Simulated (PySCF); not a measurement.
```xyz
15

C     2.7906   -0.3870    0.5209
P     1.1769   -0.5712    1.0264
C     0.5258    0.0888   -0.5017
C    -0.9231    0.2197   -0.7355
C    -1.8197    0.5878    0.4164
C    -1.8595   -0.7957   -0.1383
C     1.4452    0.4632   -1.4268
S     3.1023    0.2651   -1.0329
H     3.6475   -0.6541    1.1134
H    -1.1762    0.6197   -1.7108
H    -2.6511    1.2493    0.2257
H    -1.3494    0.7341    1.3787
H    -1.4158   -1.5890    0.4468
H    -2.7187   -1.1007   -0.7162
H     1.2209    0.8779   -2.3936
```

Geometry: GFN2-xTB.

All numbers below come from PySCF 2.14.0, PBE0/def2-SVPD, SCF density, gas phase.

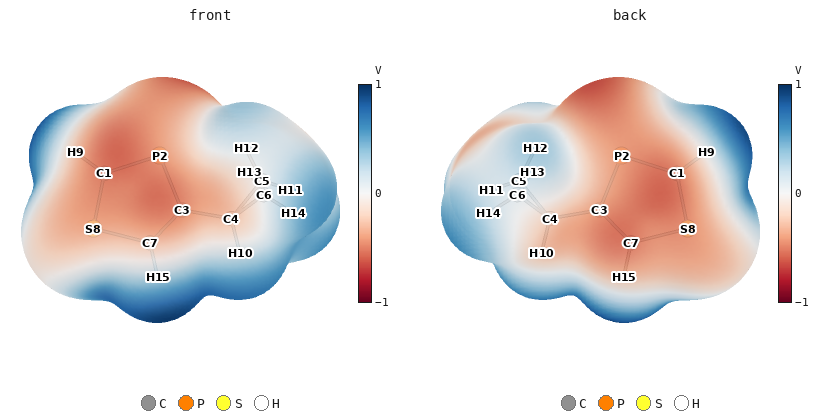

C₆H₇PS (SMILES c1pc(C2CC2)cs1). The electrostatic potential painted on the density surface at 0.001 e/bohr³, seen from the front and from behind; red is negative and blue positive.

Q: Describe the electrostatic potential map.

A: The most negative region (about −0.6 V) lies over C1 and P2, the most positive (about +0.9 V) over H15.
